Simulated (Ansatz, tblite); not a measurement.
# Ga8As9 zinc blende off sphere (Ga8As9H24+): rung by rung

Aim: run the singlet of Ga8As9 zinc blende off sphere (Ga8As9H24+) at one geometry on many levels, and compare frontier levels, spin and run time.

Method: as each input shows; program: Ansatz 0.2.0, Gaussian basis.

Plan: GFN1-xTB, GFN2-xTB, PBE-D4/def2-TZVP, r2SCAN-D4/def2-TZVP, LC-ωPBE/def2-TZVP, PBE-D4/def2-SVP, PBE0-D4/def2-SVP, HF/STO-3G, HF/6-31G, B3LYP-D4/6-31G, MP2/def2-TZVP, RPA/def2-TZVP.

1 further run of the same task is left out (set aside as unsound or not needed).

## (1) The structure

The geometry is that of the singlet, from an earlier relaxation (PBE-D4/def2-SVP).

41 atoms, charge 1, spin multiplicity 1.

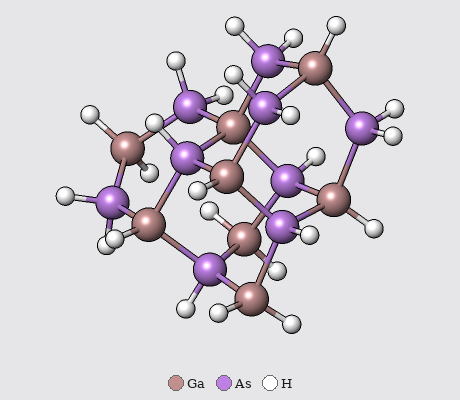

The structure; gallium pink, arsenic purple, hydrogen white.

The ion is computed in the gas phase, without counter-ions or solvent.

PBE0-D4/def2-TZVP was run before; its log isn't repeated, and its numbers join the tables.

## (2) GFN1-xTB

Tight binding, by tblite at 300 K electronic temperature and without a spin-polarisation term:

```python
tblite.interface.Calculator('GFN1-xTB', numbers, positions, charge=1, uhf=0).singlepoint()
```

Energy -1217.7493 eV, HOMO -13.29 eV, LUMO -9.63 eV; 0.27 s.

## (3) GFN2-xTB

Tight binding, by tblite at 300 K electronic temperature and without a spin-polarisation term:

```python
tblite.interface.Calculator('GFN2-xTB', numbers, positions, charge=1, uhf=0).singlepoint()
```

Energy -1161.0028 eV, HOMO -13.06 eV, LUMO -9.46 eV; 0.28 s.

## (4) PBE-D4/def2-TZVP

start.molden holds the orbitals of an earlier run on this state, given as this run's starting guess.

File in.yaml:

```yaml
crystal:
  periodic: [false, false, false]
  atoms:
    - {symbol: Ga, position_ang: [-2.298817, -3.048590, 3.477644]}
    - {symbol: Ga, position_ang: [1.139969, -3.188968, 0.188060]}
    - {symbol: Ga, position_ang: [-1.904171, 2.834987, -2.973936]}
    - {symbol: Ga, position_ang: [1.389396, -0.126620, -2.910348]}
    - {symbol: Ga, position_ang: [-1.501808, -0.301533, -0.044880]}
    - {symbol: Ga, position_ang: [1.361299, -0.206639, 2.907626]}
    - {symbol: Ga, position_ang: [1.240664, 2.754371, 0.134718]}
    - {symbol: Ga, position_ang: [4.305579, -0.096551, -0.027936]}
    - {symbol: As, position_ang: [-2.923871, -1.792184, 1.321220]}
    - {symbol: As, position_ang: [-2.970463, 1.173271, -1.437384]}
    - {symbol: As, position_ang: [0.018854, -1.577873, -1.451500]}
    - {symbol: As, position_ang: [-0.143307, -1.861835, 4.055301]}
    - {symbol: As, position_ang: [2.628313, -1.484401, 1.248107]}
    - {symbol: As, position_ang: [-0.279150, 1.350006, -4.123386]}
    - {symbol: As, position_ang: [-0.393569, 3.976271, -1.363068]}
    - {symbol: As, position_ang: [2.589569, 1.298999, -1.311220]}
    - {symbol: As, position_ang: [-0.148977, 1.137936, 1.401351]}
    - {symbol: H, position_ang: [-3.391554, -2.551737, 4.490931]}
    - {symbol: H, position_ang: [-1.939324, -4.489434, 2.974973]}
    - {symbol: H, position_ang: [1.937599, -4.246104, -0.653762]}
    - {symbol: H, position_ang: [-0.054843, -3.492569, 1.188904]}
    - {symbol: H, position_ang: [-2.887853, 3.704184, -3.828382]}
    - {symbol: H, position_ang: [2.234566, -0.869892, -4.005151]}
    - {symbol: H, position_ang: [2.047443, 0.756150, 3.944360]}
    - {symbol: H, position_ang: [1.977423, 3.821204, 1.020928]}
    - {symbol: H, position_ang: [4.964080, -1.012245, -1.123946]}
    - {symbol: H, position_ang: [4.991857, 0.897249, 0.979143]}
    - {symbol: H, position_ang: [-3.517211, -2.747190, 0.290732]}
    - {symbol: H, position_ang: [-4.182183, -0.956356, 1.545016]}
    - {symbol: H, position_ang: [-3.935844, 0.317350, -2.248353]}
    - {symbol: H, position_ang: [-3.997736, 1.890737, -0.569292]}
    - {symbol: H, position_ang: [-0.942279, -2.334026, -2.367551]}
    - {symbol: H, position_ang: [0.821581, -2.972578, 4.455419]}
    - {symbol: H, position_ang: [-0.347664, -1.283973, 5.453231]}
    - {symbol: H, position_ang: [3.497872, -2.325492, 2.181580]}
    - {symbol: H, position_ang: [-1.081790, 0.552219, -5.145696]}
    - {symbol: H, position_ang: [0.451178, 2.255905, -5.108623]}
    - {symbol: H, position_ang: [0.357799, 5.016594, -2.185850]}
    - {symbol: H, position_ang: [-1.258643, 4.942924, -0.561261]}
    - {symbol: H, position_ang: [3.352440, 2.285390, -2.192546]}
    - {symbol: H, position_ang: [-1.141022, 1.943642, 2.236726]}
basis:
  gaussian: {orbitals: def2-TZVP, fitting: {mean_field: def2-universal-jkfit}, initial_orbitals: start.molden}
total_charge: 1
hamiltonian: {xc: pbe, dispersion: d4}
scf: {omitted_lower_state_checks: [starts]}
output: {forces: true, orbitals: {seedname: orbitals}}
```

The run is started by

```sh
> ansatz run in.yaml --threads 11 --pin off --events-out ev --progress --plain --max-ram 166912MiB --backend cuda --devices 0, --max-vram 75GiB
```

Further steps of the session: r2SCAN-D4/def2-TZVP; LC-ωPBE/def2-TZVP; PBE-D4/def2-SVP; PBE0-D4/def2-SVP; HF/STO-3G; HF/6-31G; B3LYP-D4/6-31G; MP2/def2-TZVP; RPA/def2-TZVP.

Q: Predict the results of all the runs planned. Wanted: gap in def2-TZVP, named functionals, smallest and largest; correlation energy, MP2/def2-TZVP; PBE0 total energy, smallest basis above largest.

**Answer**, as computed:

| quantity | value |
| --- | --- |
| gap in def2-TZVP, named functionals, smallest and largest | 3.58 eV (PBE-D4), 9.50 eV (LC-ωPBE) |
| correlation energy, MP2/def2-TZVP | -117.61 eV |
| PBE0 total energy, smallest basis above largest | 121.25 eV (def2-SVP, def2-TZVP) |

What this shows: Orbital gaps of the named functionals in def2-TZVP span 3.58 eV (PBE-D4) to 9.50 eV (LC-ωPBE); exact exchange widens it.
